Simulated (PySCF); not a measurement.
**C4H13BN−: runs on many settings**

Which settings matter for C4H13BN− (`C[BH2-]N(C)CC`), and how do bad ones show?

The runs use PySCF 2.14.0, with density-fitted response routines of our own; the level of theory stands in each step. All values are computed, except where a source is named. Atoms are numbered from 0 throughout.

### 1 Starting geometry

19 atoms, charge -1, multiplicity 1; geometry from: GFN2-xTB.

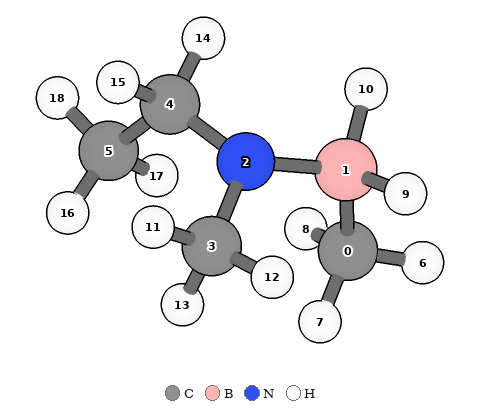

As it starts; carbon grey, boron pink, nitrogen blue, hydrogen white, atoms numbered.

### 2 Nuclear shieldings: BHandHLYP/pcSseg-1 in methanol

What the job is given:

```
{"job": {"kind": "nmr", "xc": "BHandHLYP", "basis": "pcSseg-1", "solvent": "methanol", "pop": false, "scf": {"damp": 0.2}}, "charge": -1, "multiplicity": 1}
C     -1.757490    -0.913654    -0.666341
B     -1.387300    -0.045318     0.698529
N     -0.018636     0.696740     0.631804
C      0.124616     1.702208    -0.370339
C      1.187229    -0.008147     0.905917
C      1.789758    -0.868280    -0.233712
H     -2.795606    -1.259399    -0.635116
H     -1.652993    -0.320842    -1.579567
H     -1.140521    -1.808307    -0.796560
H     -2.246043     0.814426     0.861783
H     -1.357459    -0.788509     1.668035
H      0.987916     2.358176    -0.147980
H     -0.779184     2.313096    -0.377177
H      0.270354     1.324817    -1.406888
H      0.988394    -0.669799     1.754485
H      1.977939     0.712820     1.215026
H      2.101982    -0.238930    -1.065633
H      1.039624    -1.566790    -0.588839
H      2.657617    -1.425054     0.125111
```

Level: GIAO BHandHLYP/pcSseg-1 NMR shielding, non-relativistic, IEF-PCM methanol.

Started as:

```sh
$ OMP_NUM_THREADS=1 python probes_run.py task.json out
```

This one command runs all jobs of the session in turn.

The program printed:

```text
damping 0.20 in the first 6 cycles
final grid: 136872 points
cycle   1  E = -239.6853861287  dE =  3.372e-01  |g| = 5.160e-01  |ddm| = 3.519e+00
cycle   2  E = -239.7470288912  dE = -6.164e-02  |g| = 2.948e-01  |ddm| = 1.060e+00
cycle   3  E = -239.7613579321  dE = -1.433e-02  |g| = 1.842e-01  |ddm| = 5.304e-01
cycle   4  E = -239.7658988828  dE = -4.541e-03  |g| = 1.220e-01  |ddm| = 3.259e-01
cycle   5  E = -239.7676620620  dE = -1.763e-03  |g| = 8.556e-02  |ddm| = 2.170e-01
cycle   6  E = -239.7672379108  dE =  4.242e-04  |g| = 9.662e-02  |ddm| = 1.811e-01
cycle   7  E = -239.7666713830  dE =  5.665e-04  |g| = 1.112e-01  |ddm| = 2.029e-01
cycle   8  E = -239.7691932071  dE = -2.522e-03  |g| = 2.648e-03  |ddm| = 1.031e-01
cycle   9  E = -239.7691950122  dE = -1.805e-06  |g| = 3.589e-04  |ddm| = 2.445e-03
cycle  10  E = -239.7691950439  dE = -3.175e-08  |g| = 5.113e-05  |ddm| = 4.525e-04
cycle  11  E = -239.7691950449  dE = -9.213e-10  |g| = 1.842e-05  |ddm| = 1.332e-04
converged SCF energy = -239.7691950449

GIAO shielding tensors (ppm)
atom      isotropic    diamagn.    paramagn.     s11        s22        s33       span
  0 C      183.234     248.981     -65.747    169.713    184.826    195.162     25.448
  1 B      117.148     180.943     -63.795    104.624    107.739    139.082     34.458
  2 N      241.578     323.881     -82.303    212.543    246.472    265.719     53.175
  3 C      145.353     243.798     -98.445    121.838    131.884    182.336     60.497
  4 C      129.773     240.932    -111.159    107.329    114.583    167.408     60.079
  5 C      170.118     249.341     -79.223    148.016    177.300    185.038     37.022
  6 H       32.899      31.309       1.590     28.955     29.958     39.784     10.828
  7 H       31.872      32.736      -0.864     27.934     31.852     35.831      7.897
  8 H       32.518      32.750      -0.232     28.413     31.761     37.380      8.967
  9 H       30.162      32.077      -1.915     25.908     30.782     33.797      7.889
 10 H       30.136      31.996      -1.860     26.557     30.474     33.377      6.820
 11 H       29.592      30.015      -0.423     25.800     26.838     36.138     10.338
 12 H       29.345      30.600      -1.254     25.554     27.229     35.253      9.699
 13 H       28.913      31.356      -2.443     25.158     27.123     34.456      9.298
 14 H       28.744      30.979      -2.235     23.907     28.765     33.561      9.655
 15 H       28.925      30.101      -1.176     23.077     29.100     34.599     11.522
 16 H       30.352      31.489      -1.137     26.102     30.140     34.815      8.713
 17 H       31.053      32.399      -1.346     26.024     31.186     35.950      9.926
 18 H       31.304      29.796       1.507     27.556     28.214     38.141     10.586
```

Wall time 25 s (1 thread of Arm Neoverse V1, shared host); peak memory 0.98 GiB.

Shifts follow as δ = σ(reference) − σ, with reference shieldings (ppm) from runs at the same level and on the same kind of geometry: ¹H TMS 31.88, ¹³C TMS 187.5. The references are single molecules in the same continuum. Atoms listed in one row are averaged.

```
        atoms                              environment  σ (ppm)  δ (ppm)
           C4                      sp3 CH2 bonded to N    129.8     57.7
           C3                methyl carbon bonded to N    145.4     42.1
           C5                            methyl carbon    170.1     17.4
           C0                methyl carbon bonded to B    183.2      4.3
     H14, H15       hydrogen on an sp3 CH2 bonded to N    28.83     3.04
H11, H12, H13  hydrogen on a methyl carbon bonded to N    29.28     2.59
      H9, H10       hydrogen on a boron bonded to C, N    30.15     1.73
H16, H17, H18              hydrogen on a methyl carbon    30.90     0.97
   H6, H7, H8  hydrogen on a methyl carbon bonded to B    32.43    -0.55
           B1                boron bonded to C, N, 2 H    117.1        –
           N2                nitrogen bonded to 2 C, B    241.6        –
```

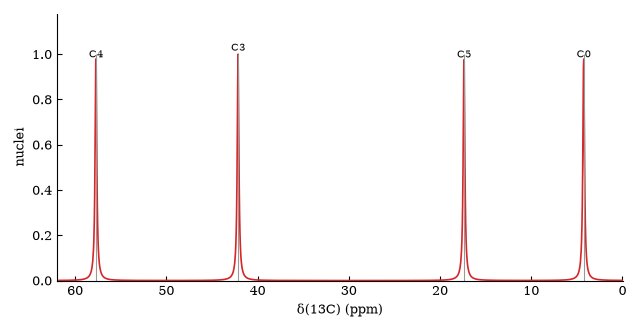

¹³C lines at the computed shifts, without couplings. Lines are broadened to a width of 0.21 ppm (Lorentzian).

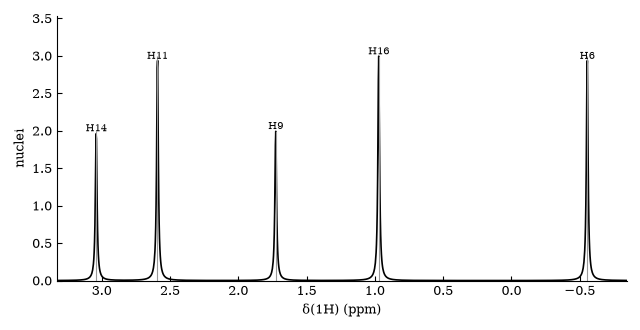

¹H lines at the computed shifts, without couplings. Lines are broadened to a width of 0.01 ppm (Lorentzian).

### 3 NMR shieldings: PBE0/pcSseg-0

Settings changed since step 2:

```diff
@@ -1,2 +1,2 @@
-{"job": {"kind": "nmr", "xc": "BHandHLYP", "basis": "pcSseg-1", "solvent": "methanol", "pop": false, "scf": {"damp": 0.2}}, "charge": -1, "multiplicity": 1}
+{"job": {"kind": "nmr", "xc": "PBE0", "basis": "pcSseg-0", "pop": true, "scf": {"conv": 1e-06, "damp": 0.3}}, "charge": -1, "multiplicity": 1}
 C     -1.757490    -0.913654    -0.666341
```

With the program's defaults for keys left out, this is: GIAO PBE0/pcSseg-0 NMR shielding, non-relativistic, gas phase.

The program printed:

```text
damping 0.30 in the first 6 cycles
final grid: 136872 points
cycle   1  E = -238.9300679104  dE =  2.206e-01  |g| = 5.563e-01  |ddm| = 3.894e+00
cycle   2  E = -239.0072837862  dE = -7.722e-02  |g| = 3.183e-01  |ddm| = 1.693e+00
cycle   3  E = -239.0237764473  dE = -1.649e-02  |g| = 1.951e-01  |ddm| = 8.644e-01
cycle   4  E = -239.0290198348  dE = -5.243e-03  |g| = 1.331e-01  |ddm| = 5.608e-01
cycle   5  E = -239.0311155098  dE = -2.096e-03  |g| = 9.439e-02  |ddm| = 3.800e-01
cycle   6  E = -239.0288800800  dE =  2.235e-03  |g| = 1.377e-01  |ddm| = 3.833e-01
cycle   7  E = -239.0242602078  dE =  4.620e-03  |g| = 2.029e-01  |ddm| = 5.385e-01
cycle   8  E = -239.0330752251  dE = -8.815e-03  |g| = 5.259e-03  |ddm| = 3.018e-01
cycle   9  E = -239.0330822290  dE = -7.004e-06  |g| = 1.287e-03  |ddm| = 7.971e-03
cycle  10  E = -239.0330826214  dE = -3.924e-07  |g| = 1.155e-04  |ddm| = 1.798e-03
converged SCF energy = -239.0330826214

GIAO shielding tensors (ppm)
atom      isotropic    diamagn.    paramagn.     s11        s22        s33       span
  0 C      187.900     252.331     -64.431    175.460    188.099    200.141     24.681
  1 B      121.902     177.089     -55.187    109.204    111.983    144.519     35.315
  2 N      247.709     321.294     -73.585    219.852    253.697    269.577     49.724
  3 C      150.259     244.446     -94.187    124.181    136.528    190.068     65.886
  4 C      136.346     238.381    -102.035    110.367    119.909    178.763     68.396
  5 C      177.542     249.891     -72.349    155.084    185.868    191.673     36.589
  6 H       34.108      32.510       1.598     30.245     31.292     40.787     10.542
  7 H       33.281      32.211       1.070     29.520     33.497     36.826      7.306
  8 H       33.955      32.108       1.847     29.784     33.754     38.326      8.542
  9 H       30.070      30.816      -0.746     25.203     30.476     34.531      9.328
 10 H       30.072      30.217      -0.145     25.810     30.230     34.176      8.366
 11 H       31.368      30.805       0.563     27.833     28.243     38.030     10.197
 12 H       30.430      30.645      -0.215     26.213     28.412     36.665     10.452
 13 H       30.261      29.593       0.668     26.618     28.499     35.666      9.048
 14 H       29.728      30.520      -0.792     24.811     29.341     35.034     10.223
 15 H       30.480      31.312      -0.832     24.347     30.655     36.439     12.091
 16 H       31.900      30.910       0.990     27.211     32.060     36.428      9.217
 17 H       32.280      29.699       2.581     26.950     32.761     37.129     10.178
 18 H       33.324      31.712       1.612     29.617     30.580     39.775     10.158
```

Run time: 9.2 s. Hardware: 1 thread of Arm Neoverse V1, shared host; peak memory 0.68 GiB.

In short: δ C4 59.5, C3 45.6, C5 18.3, C0 7.9, H9 3.22, H14 3.19 ppm (means over like atoms).

### 4 Nuclear shieldings: BLYP/pcSseg-1

Settings changed since step 3:

```diff
@@ -1,2 +1,2 @@
-{"job": {"kind": "nmr", "xc": "PBE0", "basis": "pcSseg-0", "pop": true, "scf": {"conv": 1e-06, "damp": 0.3}}, "charge": -1, "multiplicity": 1}
+{"job": {"kind": "nmr", "xc": "BLYP", "basis": "pcSseg-1", "pop": true, "scf": {"guess": "vsap"}}, "charge": -1, "multiplicity": 1}
 C     -1.757490    -0.913654    -0.666341
```

With the program's defaults for keys left out, this is: GIAO BLYP/pcSseg-1 NMR shielding, non-relativistic, gas phase.

The program printed:

```text
final grid: 136872 points
cycle   1  E = -218.0054762459  dE =  1.860e+01  |g| = 6.517e+00  |ddm| = 4.472e+01
cycle   2  E = -178.6955926478  dE =  3.931e+01  |g| = 1.516e+01  |ddm| = 4.556e+01
cycle   3  E = -218.4242481610  dE = -3.973e+01  |g| = 8.472e+00  |ddm| = 9.521e+00
cycle   4  E = -235.8158703620  dE = -1.739e+01  |g| = 3.849e+00  |ddm| = 4.780e+00
cycle   5  E = -237.8733399579  dE = -2.057e+00  |g| = 2.567e+00  |ddm| = 3.499e+00
cycle   6  E = -239.4666380758  dE = -1.593e+00  |g| = 9.202e-01  |ddm| = 2.872e+00
cycle   7  E = -239.6891081355  dE = -2.225e-01  |g| = 1.812e-01  |ddm| = 1.465e+00
cycle   8  E = -239.6910156573  dE = -1.908e-03  |g| = 1.672e-01  |ddm| = 4.058e-01
cycle   9  E = -239.6974419523  dE = -6.426e-03  |g| = 3.659e-02  |ddm| = 2.363e-01
cycle  10  E = -239.6977312737  dE = -2.893e-04  |g| = 1.055e-02  |ddm| = 5.373e-02
cycle  11  E = -239.6977549141  dE = -2.364e-05  |g| = 3.737e-03  |ddm| = 1.489e-02
cycle  12  E = -239.6977582560  dE = -3.342e-06  |g| = 6.411e-04  |ddm| = 4.473e-03
cycle  13  E = -239.6977583581  dE = -1.021e-07  |g| = 1.879e-04  |ddm| = 8.568e-04
cycle  14  E = -239.6977583671  dE = -8.944e-09  |g| = 4.671e-05  |ddm| = 2.334e-04
cycle  15  E = -239.6977583676  dE = -5.065e-10  |g| = 1.754e-05  |ddm| = 6.911e-05
converged SCF energy = -239.6977583676

GIAO shielding tensors (ppm)
atom      isotropic    diamagn.    paramagn.     s11        s22        s33       span
  0 C      172.896     246.067     -73.171    154.398    174.815    189.475     35.077
  1 B      106.726     186.089     -79.363     94.285     97.259    128.634     34.349
  2 N      205.958     321.631    -115.673    180.617    205.473    231.784     51.166
  3 C      133.048     244.036    -110.988    106.436    118.141    174.568     68.133
  4 C      113.284     241.901    -128.616     85.774     97.062    157.018     71.244
  5 C      160.927     248.882     -87.955    135.031    168.908    178.842     43.811
  6 H       32.640      31.341       1.300     29.016     30.437     38.467      9.451
  7 H       31.501      32.766      -1.265     27.979     31.804     34.719      6.739
  8 H       32.657      32.794      -0.137     29.166     32.005     36.799      7.634
  9 H       29.349      31.374      -2.025     25.371     30.086     32.591      7.220
 10 H       29.380      31.683      -2.303     25.915     29.917     32.309      6.394
 11 H       29.489      30.240      -0.751     25.842     27.498     35.126      9.284
 12 H       28.710      30.681      -1.971     25.641     26.790     33.700      8.059
 13 H       27.984      31.570      -3.586     24.135     26.221     33.596      9.461
 14 H       27.885      30.895      -3.010     23.466     28.306     31.883      8.417
 15 H       28.423      29.869      -1.446     22.462     29.488     33.318     10.857
 16 H       30.147      32.214      -2.067     25.924     30.499     34.019      8.094
 17 H       30.786      32.787      -2.001     26.352     30.868     35.139      8.786
 18 H       31.740      30.407       1.333     28.398     29.537     37.285      8.887
```

Wall time 42 s (1 thread of Arm Neoverse V1, shared host); peak memory 0.68 GiB.

In short: δ C4 64.8, C3 45.0, C5 17.1, C0 5.2, H14 3.65, H11 3.07 ppm (means over like atoms).

### 5 TDDFT and polarisability: B97-2/6-311+G(2d,p)

Settings changed since step 4:

```diff
@@ -1,4 +1,4 @@
-{"job": {"kind": "nmr", "xc": "BLYP", "basis": "pcSseg-1", "pop": true, "scf": {"guess": "vsap"}}, "charge": -1, "multiplicity": 1}
+{"job": {"kind": "uv", "xc": "B97-2", "basis": "6-311+G(2d,p)", "nstates": 25, "ntriplets": 0, "tda": false, "scf": {"max_cycle": 5}}, "charge": -1, "multiplicity": 1}
 C     -1.757490    -0.913654    -0.666341
-B     -1.387300    -0.045318     0.698529
+B     -1.720471    -0.826820    -0.529854
 N     -0.018636     0.696740     0.631804
```

With the program's defaults for keys left out, this is: TDDFT B97-2/6-311+G(2d,p), vertical, gas phase, core orbitals frozen in the response.

The program printed:

```text
final grid: 136872 points
cycle   1  E = -193.9674198112  dE =  1.594e+01  |g| = 3.297e+00  |ddm| = 1.394e+02
cycle   2  E = -175.5431052202  dE =  1.842e+01  |g| = 4.969e+00  |ddm| = 3.060e+02
cycle   3  E = -192.8273094880  dE = -1.728e+01  |g| = 2.729e+00  |ddm| = 2.961e+02
cycle   4  E = -195.0801379118  dE = -2.253e+00  |g| = 2.100e+00  |ddm| = 1.111e+01
cycle   5  E = -195.7022352540  dE = -6.221e-01  |g| = 9.755e-01  |ddm| = 2.036e+01
SCF not converged, last energy = -195.7022352540
```

Run time: 12 s. Hardware: 1 thread of Arm Neoverse V1, shared host; peak memory 0.76 GiB.

Why it failed: The cap of 5 cycles ended the SCF at a gradient of 9.8e-01. Besides, a bond was squeezed in this input. The remedy is to raise the cap, and undo the other change. Numbers printed on the way are no properties of the molecule.

### 6 Nuclear shieldings: WP04/IGLO-II

Settings changed since step 5:

```diff
@@ -1,4 +1,4 @@
-{"job": {"kind": "uv", "xc": "B97-2", "basis": "6-311+G(2d,p)", "nstates": 25, "ntriplets": 0, "tda": false, "scf": {"max_cycle": 5}}, "charge": -1, "multiplicity": 1}
+{"job": {"kind": "nmr", "xc": "WP04", "basis": "IGLO-II", "pop": false}, "charge": -1, "multiplicity": 1}
 C     -1.757490    -0.913654    -0.666341
-B     -1.720471    -0.826820    -0.529854
+B     -1.387300    -0.045318     0.698529
 N     -0.018636     0.696740     0.631804
```

Level: GIAO WP04/IGLO-II NMR shielding, non-relativistic, gas phase.

The program printed:

```text
coarse grid: 14552 points
cycle   1  E = -246.1649025580  dE =  1.383e-01  |g| = 9.770e-01  |ddm| = 3.014e+00
cycle   2  E = -245.5325182633  dE =  6.324e-01  |g| = 1.800e+00  |ddm| = 6.722e+00
cycle   3  E = -246.4127239406  dE = -8.802e-01  |g| = 3.386e-01  |ddm| = 6.201e+00
cycle   4  E = -246.4351287380  dE = -2.240e-02  |g| = 9.917e-02  |ddm| = 3.360e-01
cycle   5  E = -246.4371479793  dE = -2.019e-03  |g| = 2.023e-02  |ddm| = 8.900e-02
cycle   6  E = -246.4372405780  dE = -9.260e-05  |g| = 5.451e-03  |ddm| = 2.656e-02
cycle   7  E = -246.4372473253  dE = -6.747e-06  |g| = 1.677e-03  |ddm| = 6.409e-03
final grid: 136872 points
cycle   8  E = -246.4148087351  dE = -1.252e-04  |g| = 9.466e-03  |ddm| = 4.651e-02
cycle   9  E = -246.4147890922  dE =  1.964e-05  |g| = 1.279e-02  |ddm| = 2.185e-02
cycle  10  E = -246.4148301184  dE = -4.103e-05  |g| = 1.387e-03  |ddm| = 1.385e-02
cycle  11  E = -246.4148304403  dE = -3.218e-07  |g| = 6.311e-04  |ddm| = 1.842e-03
cycle  12  E = -246.4148305189  dE = -7.859e-08  |g| = 8.871e-05  |ddm| = 5.359e-04
cycle  13  E = -246.4148305205  dE = -1.611e-09  |g| = 2.638e-05  |ddm| = 1.211e-04
cycle  14  E = -246.4148305207  dE = -1.643e-10  |g| = 7.155e-06  |ddm| = 2.615e-05
converged SCF energy = -246.4148305207

GIAO shielding tensors (ppm)
atom      isotropic    diamagn.    paramagn.     s11        s22        s33       span
  0 C      173.049     243.795     -70.746    160.190    174.720    184.238     24.048
  1 B      111.179     185.078     -73.899     99.271    103.042    131.223     31.952
  2 N      212.866     319.725    -106.859    189.842    214.949    233.805     43.963
  3 C      134.245     242.830    -108.585    110.066    119.898    172.770     62.704
  4 C      117.969     239.569    -121.600     92.472    103.827    157.607     65.135
  5 C      160.931     246.574     -85.643    140.006    166.973    175.815     35.809
  6 H       33.457      31.600       1.857     30.073     31.091     39.206      9.134
  7 H       32.640      32.848      -0.208     29.380     32.815     35.725      6.345
  8 H       33.345      32.948       0.398     29.869     32.960     37.207      7.338
  9 H       30.488      31.860      -1.372     26.704     30.987     33.774      7.070
 10 H       30.544      32.132      -1.589     27.264     30.800     33.567      6.302
 11 H       30.451      30.863      -0.412     27.042     28.209     36.104      9.062
 12 H       29.823      31.249      -1.426     26.664     27.956     34.849      8.185
 13 H       29.423      32.145      -2.722     25.982     27.765     34.521      8.539
 14 H       29.090      31.149      -2.058     24.886     29.242     33.143      8.257
 15 H       29.539      30.379      -0.840     24.058     30.122     34.437     10.379
 16 H       31.249      32.549      -1.299     27.402     31.357     34.989      7.587
 17 H       31.458      32.980      -1.522     26.988     31.741     35.645      8.657
 18 H       32.396      30.953       1.442     29.110     30.032     38.045      8.934
```

It took 28 s on 1 thread of Arm Neoverse V1, shared host; peak memory 0.91 GiB.

In short: δ C4 60.8, C3 44.5, C5 17.8, C0 5.7, H14 3.20, H11 2.61 ppm (means over like atoms).

### 7 Side by side: NMR shifts

Shifts (ppm) of some atoms, chosen among heavy atoms and hydrogens apart, means over like atoms, with basis size and wall time:

```
                           run    C4    C3    C5   C0   H14   H11    H9  functions   time
BHandHLYP/pcSseg-1 in methanol  57.7  42.1  17.4  4.3  3.04  2.59  1.73        167   25 s
                 PBE0/pcSseg-0  59.5  45.6  18.3  7.9  3.19  2.61  3.22         80  9.2 s
                 BLYP/pcSseg-1  64.8  45.0  17.1  5.2  3.65  3.07  2.44        167   42 s
                  WP04/IGLO-II  60.8  44.5  17.8  5.7  3.20  2.61  2.00        210   28 s
```

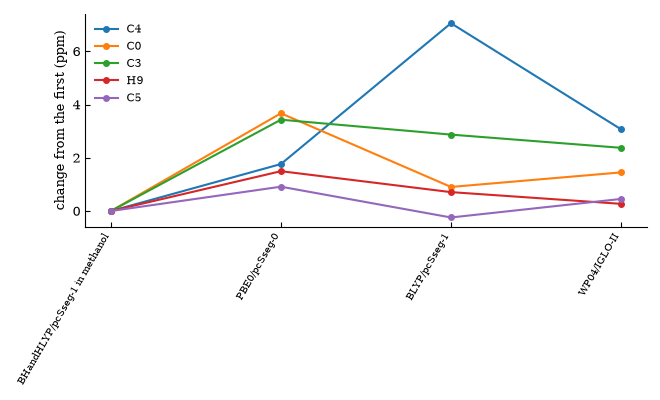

How five of the tabulated atoms move from run to run.

### 8 Results

| quantity | value |
| --- | --- |
| ¹³C shifts against TMS (BHandHLYP/pcSseg-1, methanol) | 57.7, 42.1, 17.4, 4.3 ppm |
| ¹H shifts against TMS (BHandHLYP/pcSseg-1, methanol, means over atoms taken as alike) | 3.04, 2.59, 1.73, 0.97, -0.55 ppm |
| shieldings of B, N (BHandHLYP/pcSseg-1, methanol) | B1 117.1, N2 241.6 ppm |
| range of the shift of C4 | 57.7 to 64.8 ppm |
| property runs in this session | 5, of which 1 failed and 0 gave unsound results |

What this shows: Single values in the summary come from the first sound run of each kind (BHandHLYP/pcSseg-1), which need not be the best level. C4 (sp3 CH2 bonded to N) lies farthest downfield among carbon, at 57.7 ppm; pulled downfield by the heteroatom. H14, H15 (mean) (hydrogen on an sp3 CH2 bonded to N) lies farthest downfield among hydrogen, at 3.04 ppm; its carbon carries N, an electronegative neighbour. Among the atoms with a shift in every run: In ppm, C4 moves most: its shift spreads over 7.1 ppm, from 57.7 (BHandHLYP/pcSseg-1 in methanol) to 64.8 (BLYP/pcSseg-1). Each shift counts from a reference computed in the same medium, and that reference moves with the solvent too, so shifts and shieldings show the solvent's effect differently. At PBE0/pcSseg-0 the HOMO lies above zero (+0.08 eV), as often for anions in the gas phase: self-interaction error lifts it, or the electron is held by the finite basis alone; counter-ions and solvent are missing.
